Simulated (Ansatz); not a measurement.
# A hypothetical structure for CaMgI4

Starting from a made-up structure for CaMgI4, the aim is the relaxed cell, its shortest contacts and, where a second run follows, its electronic structure.

Program: Ansatz 0.2.0. Level of theory: DFT, PBEsol, plane-wave PAW, files of the set soft_1, scalar-relativistic, no spin, cell and ions relaxed at zero pressure; PAW set soft_1. Results are calculated unless marked as measured.

### 1. Set-up

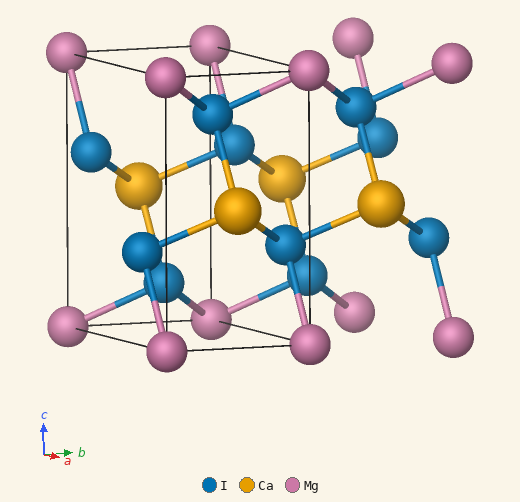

The starting structure, seen slightly off an axis (iodine blue, calcium orange, magnesium pink). 1×2×1 cells are drawn. Some periodic images of atoms are drawn too.

### 2. Relaxing cell and atoms

The guessed cell has no reason to be at equilibrium. It is relaxed with the atoms, within the space group of the guess.

Input file input.yaml:

```yaml
crystal:
  lattice:
    - [6.943, 0.0, 0.0]
    - [0.0, 4.468, 0.0]
    - [-0.093199092, 0.0, 7.852446939]
  atoms:
    - { symbol: I, position: [0.7566, 0.0, 0.3412] }
    - { symbol: I, position: [0.7511, 0.5, 0.8303] }
    - { symbol: I, position: [0.2489, 0.5, 0.1697] }
    - { symbol: I, position: [0.2434, 0.0, 0.6588] }
    - { symbol: Ca, position: [0.0, 0.5, 0.5] }
    - { symbol: Mg, position: [0.0, 0.0, 0.0] }
kpoints:
  mp_grid: { grid: [4, 6, 4] }
scf:
  occupations: { method: fermi_dirac, width: 0.05 }
hamiltonian:
  xc: pbesol
  pseudopotentials: { kind: paw, azcp: { folder: soft_1 }, xc_functional: pbe }
relax:
  f_tol: 0.015
  max_steps: 70
  cell: {}
output:
  forces: true
  stress: true
```

Command:

```sh
ansatz run input.yaml --threads 4 --pin off --max-ram 10240MiB --backend cpu --events-out ev --progress --plain --runs-dir out
```

Numbers of over 12 decimals in the logs are rounded to 6 here.

The log of the run:

```text
Engine: ansatz 0.2.0, x86_64-unknown-linux-gnu
Pseudopotentials: kind: paw
Pseudopotential: I, paw, valence charge 17, recommended cutoff 420 eV (normal), soft_1/I.paw.azcp
Pseudopotential: Ca, paw, valence charge 10, recommended cutoff 420 eV (normal), soft_1/Ca.paw.azcp
Pseudopotential: Mg, paw, valence charge 10, recommended cutoff 420 eV (normal), soft_1/Mg.paw.azcp
Functional definition: PBEsol
  exchange = pbesol_x
  correlation = pbesol_c
Crystal: 6 atoms, lattice volume = 243.593 Å³
Basis set: ecut = 420 eV, 4759 PW (Γ), exchange–correlation on 96×60×108 points (8 copies of the dense FFT grid, shifted against one another)
Bands: 53, of which v1, the nominal top of the filled ones, is band 44 counted from 1 (43 counted from 0)
Symmetry: 4 space group operations
Space group: P2/m (ITA 10), of the structure as read, at distance tolerance 6.2e-5 Å
k-points: 40 of 96
Non-local potential: I, projectors of the file, l = 0: 2, l = 1: 2, l = 2: 2, l = 3: 1
Non-local potential: Ca, projectors of the file, l = 0: 3, l = 1: 2, l = 2: 2
Non-local potential: Mg, projectors of the file, l = 0: 3, l = 1: 2, l = 2: 1
PAW form: soft (Blöchl's): semilocal exchange-correlation on the pseudo side does not see the compensation charge
PAW frozen core: I, regenerated for the run's functional, and the local potential with it (the file was generated under x = pbe(κ = 0.804, μ = 0.219515), c = pbe(β = 0.066725))
PAW frozen core: Ca, regenerated for the run's functional, and the local potential with it (the file was generated under x = pbe(κ = 0.804, μ = 0.219515), c = pbe(β = 0.066725))
PAW frozen core: Mg, regenerated for the run's functional, and the local potential with it (the file was generated under x = pbe(κ = 0.804, μ = 0.219515), c = pbe(β = 0.066725))
PAW one-centre angular grid: I, 590 points (default); XC on 64 Gauss nodes
PAW one-centre angular grid: Ca, 110 points (default); XC on 64 Gauss nodes
PAW one-centre angular grid: Mg, 110 points (default); XC on 64 Gauss nodes
Initial density: superposition of atomic densities (chi_scale 0.1, normalization cell, long waves kept (reshape's long-wave potential 0.09 eV rms))
Initial wavefunctions: pseudopotential atomic-orbital guess
Functional: x = pbesol(κ = 0.804, μ = 0.123457), c = pbesol(β = 0.046)
SCF iter   1: F=—  HF=-33448.969625 eV  |F-HF|=—  |Δ(HF+E_count)|=         —  Δρ=6.81e-2  dr2=4.02e1  ethr=3.10e-3  ⟨swp⟩=14.7  Hψ=13048  notcnv=0  defer=4
preconditioner: auto → Resta (q_TF=auto, 2.302 Å⁻¹)  ε∞=5.0  [insulator: Δε(μ)=0.157 eV  Ē_g=6.741 eV  σ=0.050 eV  W_gap=0.57  n_scr=46 (ndim 8)  ℏωp=13.5 eV  f_vac=0.097  D(μ)=0.48/eV (n_scr^D=0)  ε∞_Penn≈5.0]
SCF iter   2: F=—  HF=-33443.049712 eV  |F-HF|=—  |Δ(HF+E_count)|=    5.92e0  Δρ=1.54e-2  dr2=6.31e-1  ethr=3.10e-3  ⟨swp⟩=6.8  Hψ=5541  notcnv=0  defer=62
SCF iter   3: F=—  HF=-33442.954554 eV  |F-HF|=—  |Δ(HF+E_count)|=   9.52e-2  Δρ=8.09e-3  dr2=1.86e-1  ethr=7.17e-4  ⟨swp⟩=4.7  Hψ=4006  notcnv=0  defer=91
SCF iter   4: F=—  HF=-33442.947492 eV  |F-HF|=—  |Δ(HF+E_count)|=   7.06e-3  Δρ=1.53e-3  dr2=1.35e-2  ethr=2.11e-4  ⟨swp⟩=5.6  Hψ=3697  notcnv=0  defer=91
SCF iter   5: F=—  HF=-33442.949363 eV  |F-HF|=—  |Δ(HF+E_count)|=   1.87e-3  Δρ=5.04e-4  dr2=1.29e-3  ethr=1.53e-5  ⟨swp⟩=2.1  Hψ=3134  notcnv=0  defer=90
SCF iter   6: F=—  HF=-33442.950417 eV  |F-HF|=—  |Δ(HF+E_count)|=   1.05e-3  Δρ=1.71e-4  dr2=1.91e-4  ethr=1.47e-6  ⟨swp⟩=2.0  Hψ=2760  notcnv=0  defer=90
SCF iter   7: F=—  HF=-33442.950636 eV  |F-HF|=—  |Δ(HF+E_count)|=   2.19e-4  Δρ=5.72e-5  dr2=2.22e-5  ethr=2.17e-7  ⟨swp⟩=2.1  Hψ=3870  notcnv=0  defer=90
SCF iter   8: F=—  HF=-33442.950738 eV  |F-HF|=—  |Δ(HF+E_count)|=   1.02e-4  Δρ=1.92e-5  dr2=1.77e-6  ethr=2.52e-8  ⟨swp⟩=2.0  Hψ=3828  notcnv=0  defer=90
SCF iter   9: F=—  HF=-33442.950742 eV  |F-HF|=—  |Δ(HF+E_count)|=   4.54e-6  Δρ=5.21e-6  dr2=1.22e-7  ethr=2.01e-9  ⟨swp⟩=2.0  Hψ=3749  notcnv=0  defer=90
SCF iter  10: F=-33442.950743 eV  HF=-33442.950743 eV  |F-HF|=2.60e-8  |Δ(HF+E_count)|=   3.32e-7  Δρ=1.85e-6  dr2=1.46e-8  ethr=1.14e-10  ⟨swp⟩=5.0  Hψ=6708  notcnv=0
SCF 1 converged in 10 iterations: F = -33442.950743 eV  dr2 = 1.46e-8
  greatest PAW one-centre occupation: 1.000 electrons in one spin orbital (limit 2), on the Mg atom at site 5 (counted from 0), in its partial waves of l = 0
relax step   1: F+E_penalty+E_count = -33442.95074284 eV  Δ(F+E_penalty+E_count) = +0.000e0 eV  max|allowed force component| = 5.440e-1 eV/Å  Δτ_max = 0.0000 Å  P = -1.782 GPa  Ω = 243.593 Å³  (10 SCF iters, dr2 threshold 1.00e-7 eV, accepted)
Crystal: 6 atoms, lattice volume = 228.814 Å³
Basis set: ecut = 420 eV, 4509 PW (Γ), exchange–correlation on 96×60×108 points (8 copies of the dense FFT grid, shifted against one another)
Initial density: handed on by an earlier stage of this run
Initial wavefunctions: those handed on with the density
iter 1 solved again at ethr=2.09e-4 eV; its pass at ethr=3.10e-3 eV (dr2=1.84e-1 eV) is discarded
SCF iter   1: F=—  HF=-33443.363184 eV  |F-HF|=—  |Δ(HF+E_count)|=         —  Δρ=6.68e-3  dr2=1.95e-1  ethr=2.09e-4  ⟨swp⟩=2.4  Hψ=11599  notcnv=0
preconditioner: auto → Resta (q_TF=auto, 2.327 Å⁻¹)  ε∞=3.4  [insulator: Δε(μ)=2.915 eV  Ē_g=8.983 eV  σ=0.050 eV  W_gap=1.00  n_scr=46 (ndim 8)  ℏωp=13.9 eV  f_vac=0.104  D(μ)=0.00/eV (n_scr^D=0)  ε∞_Penn≈3.4]
SCF iter   2: F=—  HF=-33443.316407 eV  |F-HF|=—  |Δ(HF+E_count)|=   4.68e-2  Δρ=3.32e-3  dr2=2.87e-2  ethr=2.09e-4  ⟨swp⟩=3.5  Hψ=3265  notcnv=0
SCF iter   3: F=—  HF=-33443.309839 eV  |F-HF|=—  |Δ(HF+E_count)|=   6.57e-3  Δρ=1.00e-3  dr2=2.78e-3  ethr=3.26e-5  ⟨swp⟩=2.3  Hψ=2955  notcnv=0
SCF iter   4: F=—  HF=-33443.309478 eV  |F-HF|=—  |Δ(HF+E_count)|=   3.61e-4  Δρ=1.66e-4  dr2=1.13e-4  ethr=3.15e-6  ⟨swp⟩=2.0  Hψ=2765  notcnv=0
SCF iter   5: F=—  HF=-33443.309585 eV  |F-HF|=—  |Δ(HF+E_count)|=   1.07e-4  Δρ=4.90e-5  dr2=9.76e-6  ethr=1.28e-7  ⟨swp⟩=2.0  Hψ=2864  notcnv=0
SCF iter   6: F=—  HF=-33443.309595 eV  |F-HF|=—  |Δ(HF+E_count)|=   9.70e-6  Δρ=1.47e-5  dr2=1.08e-6  ethr=1.11e-8  ⟨swp⟩=3.0  Hψ=3856  notcnv=0
SCF iter   7: F=-33443.309597 eV  HF=-33443.309596 eV  |F-HF|=2.56e-7  |Δ(HF+E_count)|=   1.72e-6  Δρ=4.75e-6  dr2=1.27e-7  ethr=6.82e-10  ⟨swp⟩=5.0  Hψ=6916  notcnv=0
SCF 2 converged in 7 iterations: F = -33443.309597 eV  dr2 = 1.27e-7
relax step   2: F+E_penalty+E_count = -33443.30959671 eV  Δ(F+E_penalty+E_count) = -3.589e-1 eV  max|allowed force component| = 1.875e-1 eV/Å  Δτ_max = 0.1966 Å  P = -0.827 GPa  Ω = 228.814 Å³  energy of the carried Pulay correction = +1.050e-3 eV  (7 SCF iters, dr2 threshold 6.00e-7 eV, accepted)
Crystal: 6 atoms, lattice volume = 223.174 Å³
Basis set: ecut = 420 eV, 4379 PW (Γ), exchange–correlation on 96×60×108 points (8 copies of the dense FFT grid, shifted against one another)
iter 1 solved again at ethr=3.00e-5 eV; its pass at ethr=3.10e-3 eV (dr2=2.64e-2 eV) is discarded
SCF iter   1: F=—  HF=-33443.346858 eV  |F-HF|=—  |Δ(HF+E_count)|=         —  Δρ=1.93e-3  dr2=2.73e-2  ethr=3.00e-5  ⟨swp⟩=2.3  Hψ=11014  notcnv=0
preconditioner: auto → Resta (q_TF=auto, 2.336 Å⁻¹)  ε∞=3.4  [insulator: Δε(μ)=3.110 eV  Ē_g=9.121 eV  σ=0.050 eV  W_gap=1.00  n_scr=46 (ndim 8)  ℏωp=14.1 eV  f_vac=0.105  D(μ)=0.00/eV (n_scr^D=0)  ε∞_Penn≈3.4]
SCF iter   2: F=—  HF=-33443.340385 eV  |F-HF|=—  |Δ(HF+E_count)|=   6.47e-3  Δρ=8.80e-4  dr2=3.11e-3  ethr=3.00e-5  ⟨swp⟩=3.0  Hψ=2944  notcnv=0
SCF iter   3: F=—  HF=-33443.339741 eV  |F-HF|=—  |Δ(HF+E_count)|=   6.43e-4  Δρ=3.13e-4  dr2=2.70e-4  ethr=3.54e-6  ⟨swp⟩=2.0  Hψ=2566  notcnv=0
SCF iter   4: F=—  HF=-33443.339771 eV  |F-HF|=—  |Δ(HF+E_count)|=   2.99e-5  Δρ=5.48e-5  dr2=1.19e-5  ethr=3.07e-7  ⟨swp⟩=2.0  Hψ=2872  notcnv=0
SCF iter   5: F=—  HF=-33443.339775 eV  |F-HF|=—  |Δ(HF+E_count)|=   4.24e-6  Δρ=1.72e-5  dr2=1.04e-6  ethr=1.35e-8  ⟨swp⟩=2.7  Hψ=3547  notcnv=0
SCF iter   6: F=-33443.339776 eV  HF=-33443.339776 eV  |F-HF|=2.16e-7  |Δ(HF+E_count)|=   6.38e-7  Δρ=5.51e-6  dr2=1.03e-7  ethr=6.82e-10  ⟨swp⟩=5.0  Hψ=6801  notcnv=0
SCF 3 converged in 6 iterations: F = -33443.339776 eV  dr2 = 1.03e-7
relax step   3: F+E_penalty+E_count = -33443.33977616 eV  Δ(F+E_penalty+E_count) = -3.018e-2 eV  max|allowed force component| = 6.747e-2 eV/Å  Δτ_max = 0.0466 Å  P = -0.041 GPa  Ω = 223.174 Å³  energy of the carried Pulay correction = +1.468e-3 eV  (6 SCF iters, dr2 threshold 6.00e-7 eV, accepted)
[...]
relax step   4: F+E_penalty+E_count = -33443.34291073 eV  Δ(F+E_penalty+E_count) = -3.135e-3 eV  max|allowed force component| = 4.790e-3 eV/Å  Δτ_max = 0.0191 Å  P = +0.034 GPa  Ω = 222.962 Å³  energy of the carried Pulay correction = +1.483e-3 eV  (5 SCF iters, dr2 threshold 2.85e-7 eV, accepted)
[...]
relax step   5: F+E_penalty+E_count = -33443.34327077 eV  Δ(F+E_penalty+E_count) = -3.600e-4 eV  max|allowed force component| = 9.784e-3 eV/Å  Δτ_max = 0.0093 Å  P = +0.008 GPa  Ω = 223.695 Å³  energy of the carried Pulay correction = +1.429e-3 eV  (6 SCF iters, dr2 threshold 1.80e-8 eV, accepted)
[...]
relax step   6: F+E_penalty+E_count = -33443.34342664 eV  Δ(F+E_penalty+E_count) = -1.559e-4 eV  max|allowed force component| = 2.895e-3 eV/Å  Δτ_max = 0.0057 Å  P = +0.002 GPa  Ω = 224.264 Å³  energy of the carried Pulay correction = +1.386e-3 eV  (6 SCF iters, dr2 threshold 6.26e-9 eV, accepted)
Basis set: ecut = 420 eV, 4389 PW (Γ), exchange–correlation on 96×60×100 points (8 copies of the dense FFT grid, shifted against one another)
Initial wavefunctions: pseudopotential atomic-orbital guess (no wavefunctions were taken with the density)
iter 1 solved again at ethr=4.32e-6 eV; its pass at ethr=3.10e-3 eV (dr2=3.80e-3 eV) is discarded
SCF iter   1: F=—  HF=-33443.341626 eV  |F-HF|=—  |Δ(HF+E_count)|=         —  Δρ=1.07e-4  dr2=2.35e-6  ethr=4.32e-6  ⟨swp⟩=2.9  Hψ=15793  notcnv=0
eigensolver tolerance schedule: the retry pair's looser diagonalisation over-reported the residual by 1614.94 of it (diagonalisation noise at an unbounded share of the residual, at the tolerance the schedule requests for it); recorded, not acted on — ethr = c·dr2/N_el stays at c = 1.0e-1
preconditioner: auto → Resta (q_TF=auto, 2.334 Å⁻¹)  ε∞=3.3  [insulator: Δε(μ)=3.241 eV  Ē_g=9.209 eV  σ=0.050 eV  W_gap=1.00  n_scr=46 (ndim 8)  ℏωp=14.0 eV  f_vac=0.114  D(μ)=0.00/eV (n_scr^D=0)  ε∞_Penn≈3.3]
SCF iter   2: F=—  HF=-33443.341827 eV  |F-HF|=—  |Δ(HF+E_count)|=   2.01e-4  Δρ=5.42e-5  dr2=5.40e-7  ethr=2.67e-9  ⟨swp⟩=3.0  Hψ=4255  notcnv=0
SCF iter   3: F=—  HF=-33443.341914 eV  |F-HF|=—  |Δ(HF+E_count)|=   8.71e-5  Δρ=9.78e-6  dr2=3.92e-8  ethr=6.13e-10  ⟨swp⟩=2.0  Hψ=2760  notcnv=0
SCF iter   4: F=—  HF=-33443.341917 eV  |F-HF|=—  |Δ(HF+E_count)|=   2.33e-6  Δρ=1.45e-6  dr2=3.80e-9  ethr=4.45e-11  ⟨swp⟩=2.0  Hψ=3888  notcnv=0
SCF iter   5: F=—  HF=-33443.341917 eV  |F-HF|=—  |Δ(HF+E_count)|=  2.84e-10  Δρ=3.20e-7  dr2=2.35e-10  ethr=4.31e-12  ⟨swp⟩=2.0  Hψ=2731  notcnv=0
SCF iter   6: F=-33443.341917 eV  HF=-33443.341917 eV  |F-HF|=7.28e-11  |Δ(HF+E_count)|=  5.46e-10  Δρ=6.51e-8  dr2=1.75e-11  ethr=1.00e-12  ⟨swp⟩=5.0  Hψ=6998  notcnv=0
SCF 7 converged in 6 iterations: F = -33443.341917 eV  dr2 = 1.75e-11
relax step   7: F+E_penalty+E_count = -33443.34191681 eV  Δ(F+E_penalty+E_count) = +1.510e-3 eV  max|allowed force component| = 2.837e-3 eV/Å  Δτ_max = 0.0000 Å  P = +0.003 GPa  Ω = 224.264 Å³  stress off target by 9.21e-3 GPa  SCF on the basis re-selected at this cell (its energy is not comparable with the rows above)  (6 SCF iters)
basis re-selected at this cell: Δ(F+E_penalty+E_count) = +1.510e-3 eV, ΔP = +0.001 GPa vs the last step (what re-selecting the basis moved, of the pressure what is left beyond the Pulay correction that the steps carried, after the strain that the cell walked since its last selection, with what the two solves' SCF thresholds leave and, on support functions, any second-order correction that the steps lacked; it is no measure of the basis error at this ecutwfc). The dense FFT grid was sized anew with the basis: this SCF ran on 48×30×50 points, the steps before it on 48×30×54, so part of this shift can come from that change (see relax.cell in the input reference). [rest of the remark cut]
SCF converged after 6 iterations
Free energy (F): -33443.341917 eV
Harris-Foulkes:  -33443.341917 eV  (|F-HF|=7.28e-11)
Internal energy: -33443.341917 eV  (E = F + TS)
E sigma→0 (E₀):  -33443.341917 eV
Fermi energy:    6.016428 eV
--- Per-component energies (eV) ---
  E_band       = -2079.287048
  E_kinetic    = 962.958019
  E_local      = -11917.489778  (includes V_loc(G=0)·N_el)
  E_nonlocal   = 760.231400
  E_hartree    = 5094.662348
  E_xc         = -581.771724
  E_vxc        = -635.857109  (∫ρ·V_xc dr)
  E_paw        = -19952.959359  (= ΣΔE_a)
  E_vpaw       = -1438.444364  (= ΣTr[D̂ρ^β])
  E_aug_tail   = -0.010052  (compensation charges beyond the density's cutoff)
  E_ewald      = -7810.788972
  E_core_change = 1.826200  (= ΣΔE_core)
  E_smearing   = -0.000000  (= −TS)
  E_closure    = -0.000000  (closes the sum)
  Σ components = -33443.341917   (vs F -33443.341917, Δ=0.00e0)
--- Forces (eV/Å), atoms counted from 1 ---
  atom   1  I      0.00222540     0.00000000    -0.00122714
  atom   2  I      0.00283672     0.00000000    -0.00088414
  atom   3  I     -0.00283672    -0.00000000     0.00088414
  atom   4  I     -0.00222540    -0.00000000     0.00122714
  atom   5  Ca     0.00000000     0.00000000     0.00000000
  atom   6  Mg    -0.00000000     0.00000000    -0.00000000
  max |Σ_I F_I| component: 1.01e-28 eV/Å
--- Stress (GPa, compression-positive) ---
        0.002656       0.000000       0.007785
        0.000000       0.004895       0.000000
        0.007785       0.000000      -0.000049
  P = ⅓ Tr σ = 0.0025 GPa (0.025 kbar)
--- Relaxed structure (6 steps of the walk, 6 accepted, 1 SCFs on fresh bases) ---
  F+E_penalty+E_count = -33443.34191681 eV   max|allowed force component| = 2.837e-3 eV/Å   (the final SCF, on the basis selected at the relaxed cell)
  cell:  # Å, volume = 224.2640 Å³
    - [7.046333, 0.0, 0.050162]
    - [0.0, 4.260578, 0.0]
    - [-0.037854, 0.0, 7.469855]
  atoms:
    - { symbol: I, position: [0.751452, 0.0, 0.316483] }
    - { symbol: I, position: [0.762026, 0.5, 0.848047] }
    - { symbol: I, position: [0.237974, 0.5, 0.151953] }
    - { symbol: I, position: [0.248548, 0.0, 0.683517] }
    - { symbol: Ca, position: [0.0, 0.5, 0.500000] }
    - { symbol: Mg, position: [3.1280942794036086e-19, 0.0, 0] }
```

Wall time 27 s (4 threads of AMD EPYC 7B13 (Zen 3), shared host); peak memory 0.88 GiB.

Relaxation path:

| step | energy less that of the first step (eV) | largest force component (eV/Å) | pressure (GPa) | volume (Å³) |
| --- | --- | --- | --- | --- |
| 1 | 0.0000 | 0.5440 | -1.78 | 243.59 |
| 2 | -0.3589 | 0.1875 | -0.83 | 228.81 |
| 3 | -0.3890 | 0.0675 | -0.04 | 223.17 |
| 4 | -0.3922 | 0.0048 | 0.03 | 222.96 |
| 5 | -0.3925 | 0.0098 | 0.01 | 223.69 |
| 6 | -0.3927 | 0.0029 | 0.00 | 224.26 |
| 7* | -0.3912 | 0.0028 | 0.00 | 224.26 |

Relaxation steps marked * repeat the geometry before them on a plane-wave basis chosen anew for their cell, so energy and pressure can jump there.

The run keeps the 4 symmetry operations that it works with, so distortions that break them were not tested.

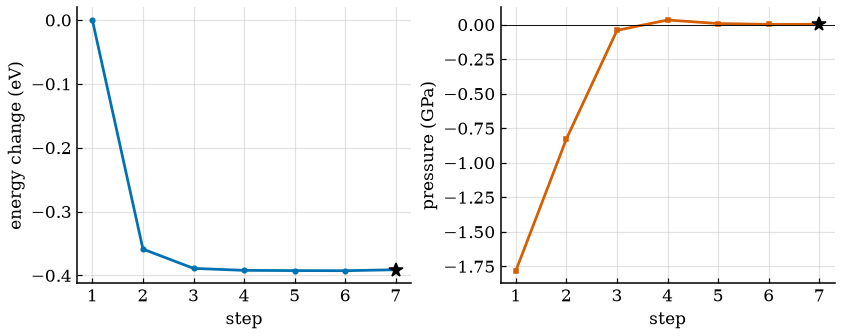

Energy and pressure along the relaxation. Stars mark steps on a basis chosen anew.

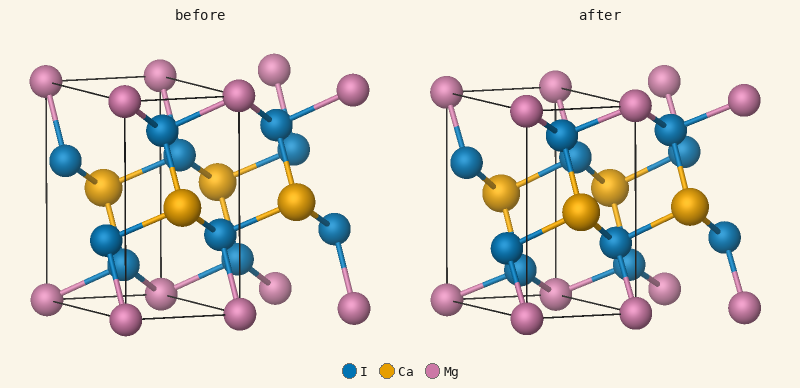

The structure before and after the relaxation, drawn at the same scale.

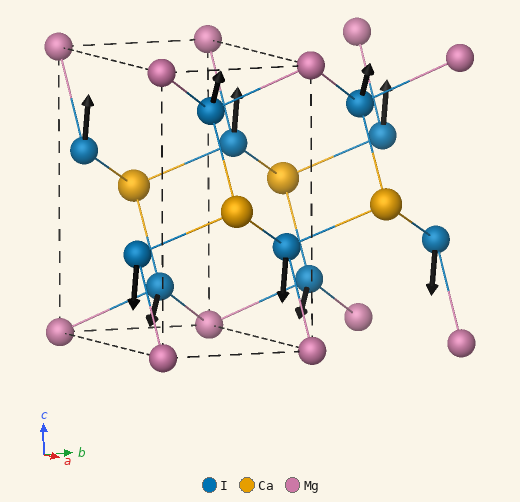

Displacements in the relaxation, exaggerated, measured against the changing cell; the longest in the cell stands for 0.19 Å. 1×2×1 cells are drawn. Some periodic images of atoms are drawn too.

| cell as run | before | after | change |
| --- | --- | --- | --- |
| a (Å) | 6.943 | 7.047 | +1.5 % |
| b (Å) | 4.468 | 4.261 | -4.6 % |
| c (Å) | 7.853 | 7.470 | -4.9 % |
| β (°) | 90.68 | 89.88 | -0.9 % |
| volume (Å³/atom) | 40.60 | 37.38 | -7.9 % |

The atoms that moved most (Å, as changes of fractional coordinates times the final cell):

| atom | dx | dy | dz | length |
| --- | --- | --- | --- | --- |
| I1 | -0.035 | 0.000 | -0.185 | 0.188 |
| I4 | 0.035 | 0.000 | 0.185 | 0.188 |
| I3 | -0.076 | 0.000 | -0.133 | 0.153 |
| I2 | 0.076 | 0.000 | 0.133 | 0.153 |

The relaxed structure:

```
I Ca Mg
1.0
     7.04633    0.00000    0.05016
     0.00000    4.26058    0.00000
    -0.03785    0.00000    7.46985
I Ca Mg
4 1 1
Direct
  0.75145 0.00000 0.31648
  0.76203 0.50000 0.84805
  0.23797 0.50000 0.15195
  0.24855 0.00000 0.68352
  0.00000 0.50000 0.50000
  0.00000 0.00000 0.00000
```

This step gave:

| Item | Value |
| --- | --- |
| free energy | -33443.3419 eV |
| Fermi energy | 6.016 eV |
| gap by band count | 3.241 eV |
| electrons | 88 |
| symmetry operations | 4 |
| pressure | 0.002500 GPa |

The shortest distance of each pair, which need not be the same contact before and after:

| pair | guess (Å) | relaxed (Å) |
| --- | --- | --- |
| I–Mg | 3.114 | 2.939 |
| Ca–I | 3.058 | 3.081 |
| I–I | 4.177 | 4.054 |
| Ca–Ca | 4.468 | 4.261 |
| Mg–Mg | 4.468 | 4.261 |

The relaxation ends with a largest force component of 0.0028 eV/Å and a pressure of 0.00 GPa.

### 3. Outcome

```json
{
 "space group, relaxed": "P2/m",
 "conventional cell": "a = 7.047, b = 4.261, c = 7.470 Å; α = 90.0°, β = 90.1°, γ = 90.0°",
 "volume per atom": "37.38 Å³ (guess 40.60)"
}
```

What this shows: CaMgI4 relaxes to P2/m with a = 7.047, b = 4.261 and c = 7.470 Å. The guessed volume was 9 % too large. The space group P2/m was held in the relaxation, so the end point is a stationary structure within it and may be a saddle against distortions or other arrangements. Mesh and cutoff weren't tested. Spin-orbit coupling is left out, which can matter for elements this heavy. No dispersion term is used, so weakly bound directions may come out too long. Nothing here tests whether the compound is stable against decomposition.

[Logs are printed without paths, hosts, clocks, repeated set-up lines and the standing remarks that a program may print on its own settings, such as how far it seeks lower states.]

[Hosts, paths, dates, database ids (printed as entryN), source tags and the programs' standing remarks are cut or masked in the printed files.]
